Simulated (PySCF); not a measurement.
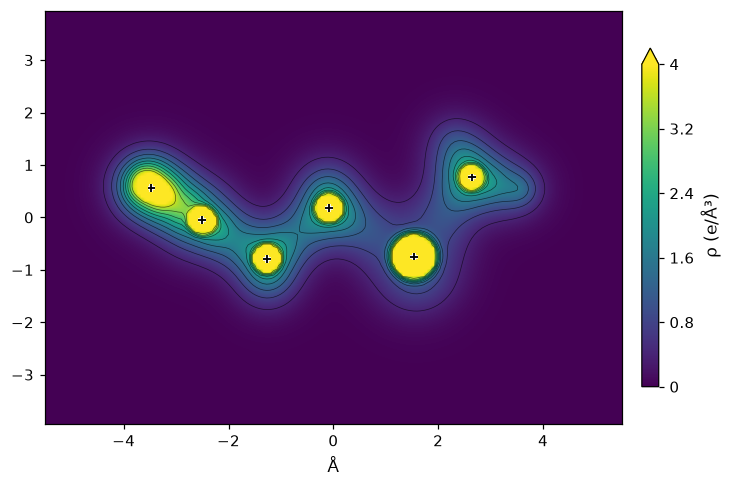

The electron density on a plane through atoms (crosses mark nuclei in the plane).

Computed with PBE0/pcSseg-1, SCF density, gas phase, non-relativistic (PySCF 2.14.0).

Candidates:
A. C$_{7}$H$_{9}$OP (SMILES C#CP(C(C)=O)C1CC1)
B. C$_{7}$H$_{9}$FNP (SMILES N#CCCP1CC=C(F)C1)
C. C$_{6}$H$_{5}$FO$_{3}$P (charge −1)

**Which system is this?**

Candidate B: C$_{7}$H$_{9}$FNP on the plane of atoms C3, C4 and P5, which holds N, C and P. C–N (1.14 Å): ρ is about 3.6 e/Å³ halfway. C–P (1.87 Å): the density is about 1.1 e/Å³ at the midpoint.
